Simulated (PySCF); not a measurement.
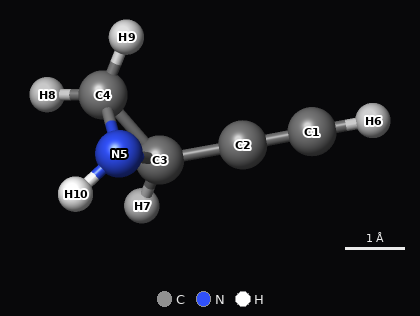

Fig. 1: The structure (ball-and-stick view, seen at a tilt; atoms are numbered from 1 in the order of the input).

**What a change does: NMR shielding calculation on C₄H₅N**

System: C₄H₅N.
Method of run A: GIAO PBE0/pcSseg-1 NMR shielding, non-relativistic, IEF-PCM chloroform (PySCF 2.14.0).

The geometry comes from this level: GFN2-xTB. Text and figures count atoms from 1; the logs count them from 0 in places.

### Input, run A
```
{"job": {"xc": "PBE0", "basis": "pcSseg-1", "solvent": "chloroform", "kind": "nmr", "pop": false}, "charge": 0, "multiplicity": 1}
C      1.991089    -0.632186    -1.232910
C      0.928152    -0.248472    -0.836782
C     -0.335261     0.225441    -0.355810
C     -0.533662     0.484461     1.095392
N     -1.109569    -0.679951     0.473952
H      2.918638    -0.970336    -1.586751
H     -0.857638     0.869094    -1.063265
H     -1.165640     1.314624     1.393657
H      0.284064     0.272448     1.771100
H     -2.111291    -0.630469     0.318889
```

The first line tells a small driver script what to run in PySCF; the rest is the geometry in Å.

Command:
```bash
OMP_NUM_THREADS=1 python <driver script> task.json out
```

Hardware: 1 CPU thread, shared host.

### Output (run A)
```
coarse grid: 8512 points
cycle   1  E = -209.7318110534  dE =  8.036e-01  |g| = 3.585e-01  |ddm| = 3.047e+00
cycle   2  E = -209.7387614635  dE = -6.950e-03  |g| = 3.274e-01  |ddm| = 7.599e-01
cycle   3  E = -209.7627329228  dE = -2.397e-02  |g| = 7.181e-02  |ddm| = 3.465e-01
cycle   4  E = -209.7635902183  dE = -8.573e-04  |g| = 3.432e-02  |ddm| = 7.025e-02
cycle   5  E = -209.7638513833  dE = -2.612e-04  |g| = 1.043e-02  |ddm| = 2.757e-02
cycle   6  E = -209.7638745580  dE = -2.317e-05  |g| = 3.034e-03  |ddm| = 9.683e-03
cycle   7  E = -209.7638766995  dE = -2.142e-06  |g| = 4.394e-04  |ddm| = 2.626e-03
final grid: 82688 points
cycle   8  E = -209.7930592696  dE = -2.429e-05  |g| = 5.909e-03  |ddm| = 4.460e-02
cycle   9  E = -209.7930572230  dE =  2.047e-06  |g| = 6.764e-03  |ddm| = 1.064e-02
cycle  10  E = -209.7930676013  dE = -1.038e-05  |g| = 1.135e-03  |ddm| = 5.624e-03
cycle  11  E = -209.7930678906  dE = -2.893e-07  |g| = 3.173e-04  |ddm| = 9.612e-04
cycle  12  E = -209.7930679121  dE = -2.155e-08  |g| = 1.172e-04  |ddm| = 2.775e-04
cycle  13  E = -209.7930679152  dE = -3.103e-09  |g| = 2.191e-05  |ddm| = 1.107e-04
cycle  14  E = -209.7930679153  dE = -8.896e-11  |g| = 7.578e-06  |ddm| = 2.098e-05
converged SCF energy = -209.7930679153

GIAO shielding tensors (ppm)
atom      isotropic    diamagn.    paramagn.     s11        s22        s33       span
  0 C      114.280     256.145    -141.865     37.963     42.576    262.300    224.337
  1 C       95.398     256.026    -160.628     -6.293     -2.260    294.746    301.039
  2 C      169.729     250.035     -80.306    129.174    161.530    218.482     89.308
  3 C      157.943     250.333     -92.390    124.748    152.260    196.821     72.072
  4 N      236.563     317.736     -81.173    153.954    256.756    298.978    145.024
  5 H       30.139      33.272      -3.132     24.504     24.805     41.109     16.604
  6 H       29.018      28.456       0.562     21.639     27.025     38.391     16.752
  7 H       29.418      29.385       0.033     24.275     25.709     38.269     13.994
  8 H       30.054      29.298       0.756     24.430     27.354     38.378     13.947
  9 H       30.977      30.399       0.578     23.393     24.759     44.778     21.385
```

For run B the input was changed thus:
```diff
-"xc": "PBE0"
+"xc": "BP86"
-"solvent": "chloroform"
+"solvent": "dimethylsulfoxide"
```

How does run B compare with run A?

The total energies belong to different models, so their difference says nothing on which is more stable or more accurate. The HOMO goes from −7.32 to −6.05 eV. The LUMO goes from 0.79 to −0.35 eV. The dipole moment goes from 2.36 to 2.54 D. Of all shieldings, the largest change is that of N5, by −7.9 ppm. The functional changes from PBE0 to BP86. The number of SCF iterations is the same.

### Output (run B)
```
coarse grid: 8512 points
cycle   1  E = -209.9541343921  dE =  6.549e-01  |g| = 4.653e-01  |ddm| = 3.111e+00
cycle   2  E = -209.9297722219  dE =  2.436e-02  |g| = 5.702e-01  |ddm| = 1.006e+00
cycle   3  E = -210.0084337039  dE = -7.866e-02  |g| = 1.042e-01  |ddm| = 5.907e-01
cycle   4  E = -210.0102515996  dE = -1.818e-03  |g| = 4.631e-02  |ddm| = 9.705e-02
cycle   5  E = -210.0106857150  dE = -4.341e-04  |g| = 1.841e-02  |ddm| = 4.307e-02
cycle   6  E = -210.0107653153  dE = -7.960e-05  |g| = 4.246e-03  |ddm| = 1.629e-02
cycle   7  E = -210.0107695783  dE = -4.263e-06  |g| = 8.309e-04  |ddm| = 3.632e-03
final grid: 82688 points
cycle   8  E = -210.0506267668  dE = -3.358e-05  |g| = 4.950e-03  |ddm| = 5.501e-02
cycle   9  E = -210.0506178766  dE =  8.890e-06  |g| = 7.857e-03  |ddm| = 1.034e-02
cycle  10  E = -210.0506323486  dE = -1.447e-05  |g| = 9.128e-04  |ddm| = 6.529e-03
cycle  11  E = -210.0506325654  dE = -2.168e-07  |g| = 4.118e-04  |ddm| = 1.009e-03
cycle  12  E = -210.0506325711  dE = -5.676e-09  |g| = 1.928e-04  |ddm| = 3.851e-04
cycle  13  E = -210.0506325810  dE = -9.906e-09  |g| = 3.901e-05  |ddm| = 1.542e-04
cycle  14  E = -210.0506325813  dE = -3.146e-10  |g| = 1.138e-05  |ddm| = 3.973e-05
converged SCF energy = -210.0506325813

GIAO shielding tensors (ppm)
atom      isotropic    diamagn.    paramagn.     s11        s22        s33       span
  0 C      113.285     255.786    -142.501     36.714     41.951    261.189    224.474
  1 C       91.663     254.735    -163.072    -11.256     -6.611    292.855    304.111
  2 C      163.067     251.862     -88.796    121.067    154.888    213.245     92.178
  3 C      151.062     250.633     -99.571    117.137    145.344    190.705     73.567
  4 N      228.694     318.241     -89.548    144.950    250.377    290.754    145.804
  5 H       30.169      33.598      -3.429     24.601     24.941     40.966     16.365
  6 H       28.776      28.414       0.362     21.517     26.944     37.867     16.351
  7 H       29.218      29.200       0.018     24.207     25.731     37.715     13.507
  8 H       30.021      29.578       0.443     24.526     27.614     37.923     13.396
  9 H       30.794      30.275       0.519     23.418     24.892     44.071     20.654
```

### The two runs side by side

| quantity | run A | run B |
| --- | --- | --- |
| outcome | converged | converged |
| total energy (hartree) | −209.793068 | −210.050633 |
| HOMO (eV) | −7.32 | −6.05 |
| LUMO (eV) | 0.79 | −0.35 |
| dipole moment (D) | 2.36 | 2.54 |
| shielding of C1 (ppm) | 114.3 | 113.3 |
| shielding of C2 (ppm) | 95.4 | 91.7 |
| shielding of C3 (ppm) | 169.7 | 163.1 |
| shielding of C4 (ppm) | 157.9 | 151.1 |
| shielding of N5 (ppm) | 236.6 | 228.7 |
| shielding of H7 (ppm) | 29.0 | 28.8 |
| shielding of H8 (ppm) | 29.4 | 29.2 |
| SCF iterations | 14 | 14 |
| basis functions | 110 | 110 |
| wall time (shared host) | 10 s | 8.8 s |
